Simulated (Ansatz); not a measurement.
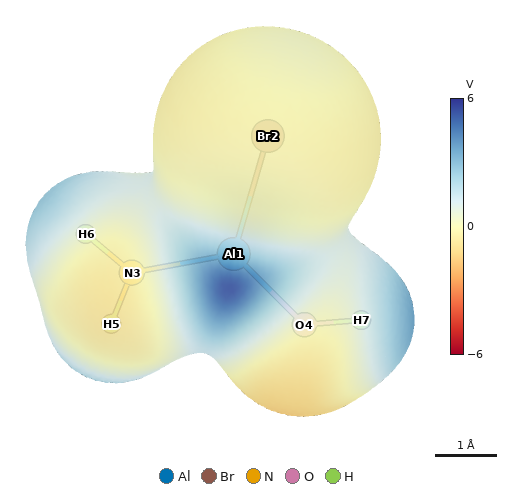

Figure 1: AlBrH$_{3}$NO (SMILES [NH2][Al]([OH])[Br]). The electrostatic potential painted on the density surface at 0.004 e/bohr³, seen at a tilt; the colour scale runs from red (negative) to blue (positive).

Geometry: PBE0-D3(BJ)/def2-SVP.

All numbers below come from isolated molecule in a Gaussian basis; Kohn-Sham density functional theory, functional PBE0 (Ansatz).

| atom | x (Å) | y (Å) | z (Å) |
| --- | --- | --- | --- |
| Al | -0.1078 | 0.0452 | -0.4346 |
| Br | -0.4630 | -0.7664 | -2.5103 |
| N | -0.9951 | 1.4643 | 0.0937 |
| O | 0.9969 | -0.6874 | 0.6219 |
| H | -0.8966 | 1.8928 | 1.0065 |
| H | -1.6723 | 1.9651 | -0.4683 |
| H | 1.5262 | -1.4614 | 0.4274 |

Which sites attract a positive test charge, and which a negative one?

Answer. A positive charge is drawn to the negative regions and a negative charge to the positive ones. The most negative region (about −1.5 V, or −35 kcal/mol for a unit charge) lies over O4, the most positive (about +5.1 V, or +118 kcal/mol for a unit charge) over Al1. Br2 shows a σ-hole: about +0.3 V, or +7 kcal/mol for a unit charge at the tip opposite its bond, against about −0.3 V on its flanks. O4 is the likeliest acceptor of a hydrogen bond.

What dipole moment does the calculation give?

Answer. Its dipole moment is 0.93 D.
